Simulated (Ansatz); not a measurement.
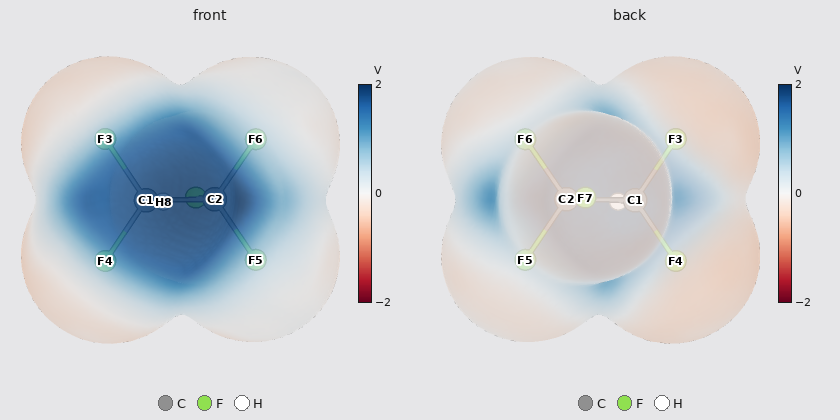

Figure. C$_{2}$HF$_{5}$ (SMILES FC(F)C(F)(F)F). The molecular electrostatic potential painted on the density surface at 0.002 e/bohr³, seen from the front and from behind; red is negative and blue positive.

Geometry: PBE-D3(BJ)/def2-SVP.

The calculation used isolated molecule in a Gaussian basis; Kohn-Sham density functional theory, functional PBE0 in Ansatz.

The calculation's input:

```
crystal:
  periodic: [false, false, false]
  atoms:
    - {symbol: C, position_ang: [-3.070948, -0.628311, -0.253178]}
    - {symbol: C, position_ang: [-1.598214, -0.588835, -0.712186]}
    - {symbol: F, position_ang: [-3.830931, -1.133305, -1.255317]}
    - {symbol: F, position_ang: [-3.171452, -1.429535, 0.835311]}
    - {symbol: F, position_ang: [-0.831598, -0.085953, 0.274843]}
    - {symbol: F, position_ang: [-1.483688, 0.208674, -1.791870]}
    - {symbol: F, position_ang: [-1.151574, -1.813309, -1.027676]}
    - {symbol: H, position_ang: [-3.420483, 0.398543, 0.002571]}
basis:
  gaussian:
    orbitals: def2-SVPD
hamiltonian:
  xc: pbe0
output: {forces: true, orbitals: {seedname: orbitals}}
```

Launched as:

```sh
ansatz run input.yaml --threads 2 --pin off --max-ram 4350MiB --events-out events.jsonl --progress --plain --runs-dir runs
```

Q: Where is the surface potential most negative and most positive?

A: The most negative region (about −0.4 V, or −9 kcal/mol for a unit charge) lies over F3 and F4, the most positive (about +1.9 V, or +44 kcal/mol for a unit charge) over C2 and H8.
